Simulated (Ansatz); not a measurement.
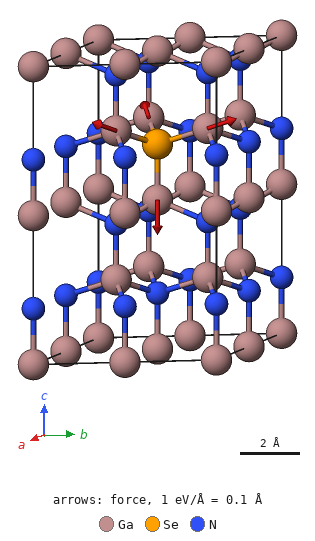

Starting geometry of a defect cell of composition Ga16SeN15 (cell charge +1) with the computed forces as red arrows. Style: ball-and-stick. Shown: the cell of the calculation (origin shifted), slightly off an axis.

All numbers below come from DFT, PBE, plane-wave PAW, default files, scalar-relativistic in Ansatz.

The input:
```yaml
crystal:
  lattice:
    - [6.36, 0.0, 0.0]
    - [-3.18, 5.507921568, 0.0]
    - [0.0, 0.0, 10.332]
  atoms:
    - { symbol: Ga, position: [0.1666666666, 0.3333333334, 0.0] }
    - { symbol: Ga, position: [0.1666666666, 0.3333333334, 0.5] }
    - { symbol: Ga, position: [0.1666666666, 0.8333333334, 0.0] }
    - { symbol: Ga, position: [0.1666666666, 0.8333333334, 0.5] }
    - { symbol: Ga, position: [0.6666666666, 0.3333333334, 0.0] }
    - { symbol: Ga, position: [0.6666666666, 0.3333333334, 0.5] }
    - { symbol: Ga, position: [0.6666666666, 0.8333333334, 0.0] }
    - { symbol: Ga, position: [0.6666666666, 0.8333333334, 0.5] }
    - { symbol: Ga, position: [0.3333333334, 0.1666666666, 0.25] }
    - { symbol: Ga, position: [0.3333333334, 0.1666666666, 0.75] }
    - { symbol: Ga, position: [0.3333333334, 0.6666666666, 0.25] }
    - { symbol: Ga, position: [0.3333333334, 0.6666666666, 0.75] }
    - { symbol: Ga, position: [0.8333333334, 0.1666666666, 0.25] }
    - { symbol: Ga, position: [0.8333333334, 0.1666666666, 0.75] }
    - { symbol: Ga, position: [0.8333333334, 0.6666666666, 0.25] }
    - { symbol: Ga, position: [0.8333333334, 0.6666666666, 0.75] }
    - { symbol: Se, position: [0.1666666666, 0.3333333334, 0.1875] }
    - { symbol: "N", position: [0.1666666666, 0.3333333334, 0.6875] }
    - { symbol: "N", position: [0.1666666666, 0.8333333334, 0.1875] }
    - { symbol: "N", position: [0.1666666666, 0.8333333334, 0.6875] }
    - { symbol: "N", position: [0.6666666666, 0.3333333334, 0.1875] }
    - { symbol: "N", position: [0.6666666666, 0.3333333334, 0.6875] }
    - { symbol: "N", position: [0.6666666666, 0.8333333334, 0.1875] }
    - { symbol: "N", position: [0.6666666666, 0.8333333334, 0.6875] }
    - { symbol: "N", position: [0.3333333334, 0.1666666666, 0.4375] }
    - { symbol: "N", position: [0.3333333334, 0.1666666666, 0.9375] }
    - { symbol: "N", position: [0.3333333334, 0.6666666666, 0.4375] }
    - { symbol: "N", position: [0.3333333334, 0.6666666666, 0.9375] }
    - { symbol: "N", position: [0.8333333334, 0.1666666666, 0.4375] }
    - { symbol: "N", position: [0.8333333334, 0.1666666666, 0.9375] }
    - { symbol: "N", position: [0.8333333334, 0.6666666666, 0.4375] }
    - { symbol: "N", position: [0.8333333334, 0.6666666666, 0.9375] }
total_charge: 1
kpoints:
  mp_grid: { grid: [4, 4, 2] }
scf:
  occupations: { method: fermi_dirac, width: 0.01 }
hamiltonian:
  xc: pbe
  pseudopotentials: { kind: paw }
output:
  forces: true
  stress: true
  populations: true
  efg:
    quadrupole_moments_barn: { Ga: 0.107, "N": 0.02044 }
    contact_densities: true
relax:
  f_tol: 0.03
  max_steps: 40
```

Run as
```bash
ansatz run input.yaml --threads 1 --pin off --max-ram 3072MiB --backend cpu --events-out ev --progress --plain --runs-dir out
```

What follows when this structure is relaxed?

It isn't relaxed: the largest force vector, on Ga1, is 12.24 eV/Å. The final displacements follow the starting forces only in part (cosine between the two patterns 0.83). The energy falls by 6.321 eV per cell of the calculation in 6 geometry steps. Largest force component: 12 eV/Å at the start, 0.0052 eV/Å at the end. Ga1 moves most: 0.51 Å along −c. By element the largest moves are Ga 0.51 Å, Se 0.14 Å, N 0.09 Å. The lattice vectors keep their values. Some distances before and after: Ga1–Se17 1.937 → 2.310 Å, Ga11–Se17 1.946 → 2.247 Å, Ga11–N19 1.946 → 1.904 Å, Ga11–N27 1.937 → 1.897 Å. Among the angles between lasting bonds that change: Ga9–N21–Ga13 109.6° → 95.3°, Ga1–N28–Ga12 109.4° → 95.8°, Se17–Ga1–N26 109.4° → 96.2°. Cost: 4 min on 1 thread of Intel(R) Xeon(R) Platinum 8488C (Sapphire Rapids), with other jobs on the host, peak memory 1.1 GiB.

Limits of the set-up: the periodic images lie only 6.4 Å apart, so the values are limited by the cell's size; the cell is charged, on a uniform background, and energies carry no finite-size correction.
